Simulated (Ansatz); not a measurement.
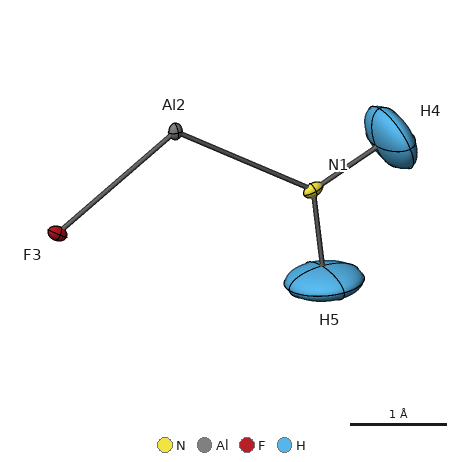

Displacement ellipsoids at the 50 % level, enlarged 1.5 times, from the internal vibrations of the free molecule (harmonic, no overall translation or rotation; no half-axis is drawn under 0.075 Å). State: neutral, doublet. Vibrations computed with UKS PBE0-D4/def2-TZVP (Ansatz 0.2.0). Temperature: 200 K.

**Which atom has the largest mean-square displacement?**

H5, with U_eq = 0.0286 Å².

**Does H5 move more along its bond or across it?**

Across it: the root-mean-square amplitude is 0.071 Å along the bond and up to 0.226 Å across, since bending and torsion are softer than stretching.

List U_eq and the three principal root-mean-square amplitudes for each kind of atom.

```csv
atom,U_eq (Å²),rms amplitudes (Å)
N1,0.0013,"0.027, 0.030, 0.049"
Al2,0.00065,"0.011, 0.019, 0.039"
F3,0.0010,"0.010, 0.024, 0.049"
H4,0.0259,"0.081, 0.152, 0.220"
H5,0.0286,"0.071, 0.173, 0.226"
```
